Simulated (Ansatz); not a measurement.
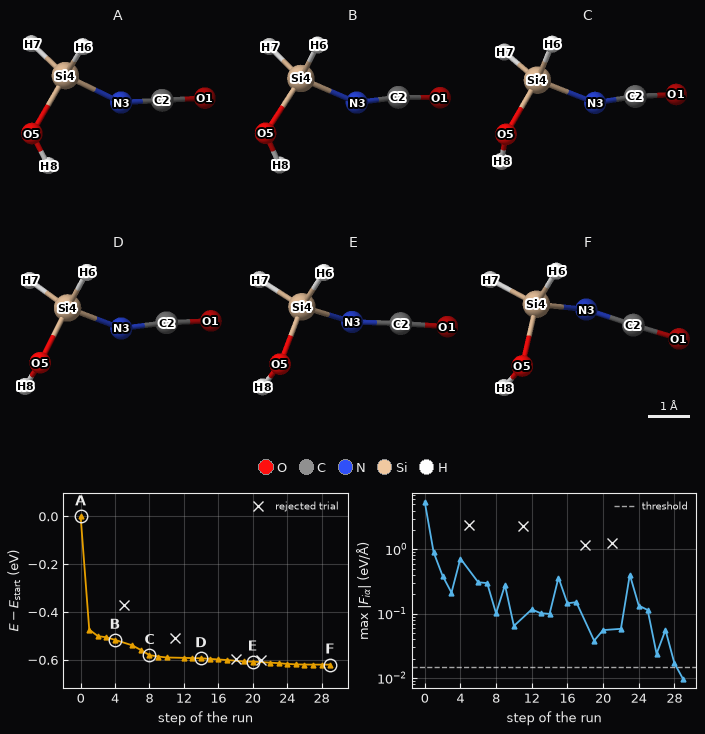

Frames of a relaxation of CH$_{3}$NO$_{2}$Si, marked on the history of the run. Style: ball-and-stick. Shown at a tilt.

The run prepares an end point of a later path (torsion) calculation, from a guessed geometry.

Computed with RKS CAM-B3LYP-D4/STO-3G in Ansatz. Settings: no spin polarisation; force threshold 0.015 eV/Å; at most 40 steps.

### Describe the path.

The energy falls by 0.619 eV in 25 accepted moves (29 points after the start). Largest force component: 5.5 eV/Å at the start, 0.0095 eV/Å at the end. The line search rejected the trial steps at points 5, 11, 18, 21 of the run. The largest move after the best rigid fit is that of N3, 0.65 Å. By element the largest moves are N 0.65 Å, O 0.55 Å, H 0.45 Å, C 0.06 Å, Si 0.05 Å. Some distances before and after: O5–H8 0.930 → 1.016 Å, Si4–H6 1.492 → 1.440 Å, C2–N3 1.187 → 1.233 Å, N3–Si4 1.717 → 1.742 Å. Among the angles between lasting bonds that change: C2–N3–Si4 154.7° → 142.2°, N3–Si4–O5 101.4° → 110.9°, Si4–O5–H8 114.0° → 105.6°. Groups turn about N3–Si4 by about 125°, Si4–O5 by about 65°. Cost: 62 s on 1 thread of Arm Neoverse V2, with other jobs on the host, peak memory 0.16 GiB. From step 0 to 4: O and H atoms move most (0.15 Å), energy −0.516 eV. From step 4 to 8: H8 moves most (0.34 Å), energy −0.064 eV. From step 8 to 14: N3 moves most (0.23 Å), energy −0.013 eV. From step 14 to 20: N3 moves most (0.26 Å), energy −0.014 eV. From step 20 to 29: O1 moves most (0.32 Å), energy −0.013 eV.

Limits of the set-up: STO-3G is a minimal basis, so the numbers are rough.
